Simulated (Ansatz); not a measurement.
# BNH2BrF (SMILES NB(F)Br): levels of theory compared

Wanted: a comparison of 6 runs (HF/STO-3G, HF/3-21G, HF/def2-SVP, HF/def2-SVPD, PBE/3-21G, B3LYP/6-31G*) of BNH2BrF. 

Program for the calculation: Ansatz 0.2.0.

3 further runs of the same task are left out: 1 that didn't finish, 2 set aside as unsound or not needed.

## 1. Starting point

BNH2BrF: 6 atoms, total charge 0, spin state singlet. SMILES: `NB(F)Br`. Geometry: relaxed at PBE0-D4/def2-TZVP.

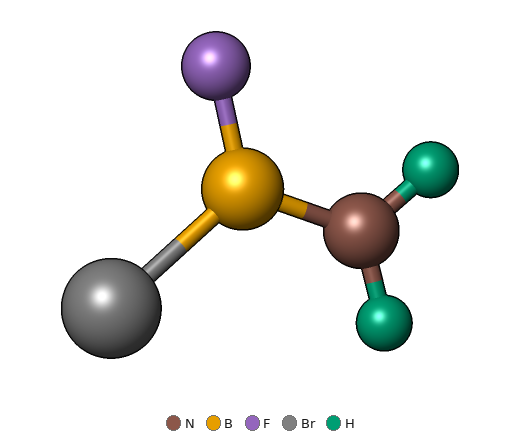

Viewed from a chosen angle; nitrogen brown, boron amber, fluorine purple, bromine grey, hydrogen teal.

## 2. Energy and gradient at HF/STO-3G (run 1)

File input.yaml:

```yaml
crystal:
  periodic: [false, false, false]
  atoms:
    - symbol: N
      position_ang: [0.051400, 0.776500, 0.110600]
    - symbol: B
      position_ang: [0.041900, -0.607000, 0.035200]
    - symbol: F
      position_ang: [0.559500, -1.347200, 1.006100]
    - symbol: Br
      position_ang: [-0.726000, -1.512100, -1.487700]
    - symbol: H
      position_ang: [-0.332500, 1.362900, -0.607500]
    - symbol: H
      position_ang: [0.447700, 1.262900, 0.897000]
basis:
  gaussian: {orbitals: STO-3G}
hamiltonian: {xc: hf}
accuracy: high
output: {forces: true, orbitals: {seedname: orbitals}}
```

The run is started by

```sh
$ ansatz run input.yaml --threads 1 --pin off --max-ram 2610MiB --events-out events.jsonl --progress --plain --runs-dir runs
```

The program printed:

```text
Warning: RAYON_NUM_THREADS=1 ignored (pool sized by the plan → 1); use --threads N
Functional definition: HF
  name "HF"
  exchange = exact_x
  correlation = 0
572 factors; integrals over basis functions are off by at most 2.7e-8 eV
mean field evaluation 1: about -74070.6532 eV, gradient 2.4e1 eV
mean field evaluation 2: about -74070.7457 eV, gradient 2.4e1 eV
mean field evaluation 4: about -74072.8771 eV, gradient 1.2e0 eV
mean field evaluation 8: about -74072.8841 eV, gradient 4.0e-6 eV
mean field -74072.88412563 eV, -2722.1282832129 hartree, gradient 6.2e-9 eV, S^2 0.000000; 0 other end points of the search recorded, 0 dependent functions left out
the calculation of the forces begins
reference -74072.88412563 eV, -2722.1282832129 hartree; 29, 29 occupied and 6, 6 virtual orbitals, 572 factors
Total energy: -74072.88412563 eV, -2722.1282832129 hartree
Atom 0 at     0.051400     0.776500     0.110600 Å, force    -0.005375    -0.823789    -0.044403 eV/Å
Atom 1 at     0.041900    -0.607000     0.035200 Å, force     0.169158    -1.171013     0.279437 eV/Å
Atom 2 at     0.559500    -1.347200     1.006100 Å, force    -0.322686     0.613254    -0.599571 eV/Å
Atom 3 at    -0.726000    -1.512100    -1.487700 Å, force     0.174011     0.341579     0.350916 eV/Å
Atom 4 at    -0.332500     1.362900    -0.607500 Å, force    -0.230262     0.572512    -0.422210 eV/Å
Atom 5 at     0.447700     1.262900     0.897000 Å, force     0.215154     0.467458     0.435831 eV/Å
Dipole moment:     0.103065     0.541192     0.221713 e Å
```

Wall time 0.5 s (1 thread of AMD EPYC 9R45 (Zen 5), shared host); peak memory 0.1 GiB.

## 3. Energy and gradient at HF/3-21G (run 2)

File job.yaml:

```yaml
crystal:
  periodic: [false, false, false]
  atoms:
    - {symbol: N, position_ang: [0.051400, 0.776500, 0.110600]}
    - {symbol: B, position_ang: [0.041900, -0.607000, 0.035200]}
    - {symbol: F, position_ang: [0.559500, -1.347200, 1.006100]}
    - {symbol: Br, position_ang: [-0.726000, -1.512100, -1.487700]}
    - {symbol: H, position_ang: [-0.332500, 1.362900, -0.607500]}
    - {symbol: H, position_ang: [0.447700, 1.262900, 0.897000]}
basis:
  gaussian:
    orbitals: 3-21G-spherical.json
hamiltonian:
  xc: hf
accuracy: high
output: {forces: true, orbitals: {seedname: orbitals}}
```

The basis set 3-21G is read from a file made from the Basis Set Exchange's data (not shown).

The run is started by

```sh
$ ansatz run job.yaml --threads 1 --pin off --max-ram 2610MiB --events-out events.jsonl --progress --plain --runs-dir runs
```

The program printed, shortened:

```text
Warning: RAYON_NUM_THREADS=1 ignored (pool sized by the plan → 1); use --threads N
[... 2 set-up lines as earlier in the session ...]
[...]
1027 factors; integrals over basis functions are off by at most 7.7e-9 eV
[...]
mean field -74530.97076958 eV, -2738.9626568757 hartree, gradient 1.7e-8 eV, S^2 0.000000; 0 other end points of the search recorded, 0 dependent functions left out
[...]
reference -74530.97076958 eV, -2738.9626568757 hartree; 29, 29 occupied and 24, 24 virtual orbitals, 1027 factors
Total energy: -74530.97076958 eV, -2738.9626568757 hartree
Atom 0 at     0.051400     0.776500     0.110600 Å, force    -0.034227     0.543172    -0.043625 eV/Å
Atom 1 at     0.041900    -0.607000     0.035200 Å, force    -0.184626     0.722143    -0.327125 eV/Å
Atom 2 at     0.559500    -1.347200     1.006100 Å, force     0.524535    -0.699733     0.985495 eV/Å
Atom 3 at    -0.726000    -1.512100    -1.487700 Å, force    -0.319975    -0.348379    -0.633221 eV/Å
Atom 4 at    -0.332500     1.362900    -0.607500 Å, force     0.101861    -0.087861     0.192744 eV/Å
Atom 5 at     0.447700     1.262900     0.897000 Å, force    -0.087568    -0.129341    -0.174267 eV/Å
Dipole moment:     0.052228     0.717250     0.130614 e Å
```

Run time: 0.68 s. Hardware: 1 thread of AMD EPYC 9R45 (Zen 5), shared host; peak memory 0.13 GiB.

Runs 3 to 5 aren't shown in full; the table further down has their settings and results.

## 4. Energy and forces at B3LYP/6-31G(d) (spherical functions) (run 6)

File input.yaml:

```yaml
crystal:
  periodic: [false, false, false]
  atoms:
    - {symbol: N, position_ang: [0.051400, 0.776500, 0.110600]}
    - {symbol: B, position_ang: [0.041900, -0.607000, 0.035200]}
    - {symbol: F, position_ang: [0.559500, -1.347200, 1.006100]}
    - {symbol: Br, position_ang: [-0.726000, -1.512100, -1.487700]}
    - {symbol: H, position_ang: [-0.332500, 1.362900, -0.607500]}
    - {symbol: H, position_ang: [0.447700, 1.262900, 0.897000]}
basis:
  gaussian:
    orbitals: 6-31G_st_-spherical.json
hamiltonian:
  xc: {name: B3LYP}
accuracy: high
output: {forces: true, orbitals: {seedname: orbitals}}
```

The basis set 6-31G* is read from a file made from the Basis Set Exchange's data (not shown).

The run is started by

```sh
$ ansatz run input.yaml --threads 1 --pin off --max-ram 2610MiB --events-out events.jsonl --progress --plain --runs-dir runs
```

The program printed, shortened:

```text
Warning: RAYON_NUM_THREADS=1 ignored (pool sized by the plan → 1); use --threads N
Functional definition: B3LYP
  name "B3LYP"
[...]
1625 factors; integrals over basis functions are off by at most 1.3e-8 eV
[...]
mean field -74958.17577932 eV, -2754.6621514138 hartree, gradient 3.2e-8 eV, S^2 0.000000; 0 other end points of the search recorded, 0 dependent functions left out
[...]
reference -74958.17581059 eV, -2754.6621525629 hartree; 29, 29 occupied and 49, 49 virtual orbitals, 1625 factors
Total energy: -74958.17581059 eV, -2754.6621525629 hartree
Atom 0 at     0.051400     0.776500     0.110600 Å, force    -0.038603     0.057659    -0.072304 eV/Å
Atom 1 at     0.041900    -0.607000     0.035200 Å, force     0.089085    -0.030279     0.171502 eV/Å
Atom 2 at     0.559500    -1.347200     1.006100 Å, force     0.113089    -0.168948     0.211340 eV/Å
Atom 3 at    -0.726000    -1.512100    -1.487700 Å, force    -0.170821    -0.167841    -0.337238 eV/Å
Atom 4 at    -0.332500     1.362900    -0.607500 Å, force    -0.085055     0.185847    -0.157320 eV/Å
Atom 5 at     0.447700     1.262900     0.897000 Å, force     0.092305     0.123562     0.184021 eV/Å
Dipole moment:     0.063317     0.625766     0.148293 e Å
```

Wall time 4.2 s (1 thread of AMD EPYC 9R45 (Zen 5), shared host); peak memory 0.27 GiB.

## 5. Overview of the runs

```csv
run,level,energy (Eh),dipole moment (D),HOMO energy (eV),LUMO energy (eV),wall time
1,HF/STO-3G,-2722.128283,2.85,-8.42,9.06,0.5 s
2,HF/3-21G,-2738.962657,3.51,-11.04,5.33,0.68 s
3,HF/def2-SVP,-2751.854245,3.09,-11.25,4.58,2 s
4,HF/def2-SVPD,-2751.867537,2.95,-11.40,1.75,4.2 s
5,PBE/3-21G,-2740.982247,3.33,-6.37,0.59,1.7 s
6,B3LYP/6-31G* (spherical functions),-2754.662153,3.10,-7.75,1.03,4.2 s
```

## 6. What came out

| quantity | value |
| --- | --- |
| run 6: total energy | -2754.66215 Eh |
| run 6: dipole moment | 3.10 D |
| run 6: HOMO energy | -7.75 eV |
| run 6: LUMO energy | 1.03 eV |
| run 6: HOMO–LUMO gap | 8.78 eV |
| run 6: largest force on an atom | 0.414 eV/Å |

**Reading.** The dipole moment (its size) runs from 2.85 D (HF/STO-3G) to 3.51 D (HF/3-21G). The HOMO–LUMO gap runs from 6.95 eV (PBE/3-21G) to 17.48 eV (HF/STO-3G). The two ends differ in method and basis. Totals of different functionals can't be ranked against each other. In run 1 the basis is minimal, so the values are rough. All runs together took 13 s, the longest 4.2 s.
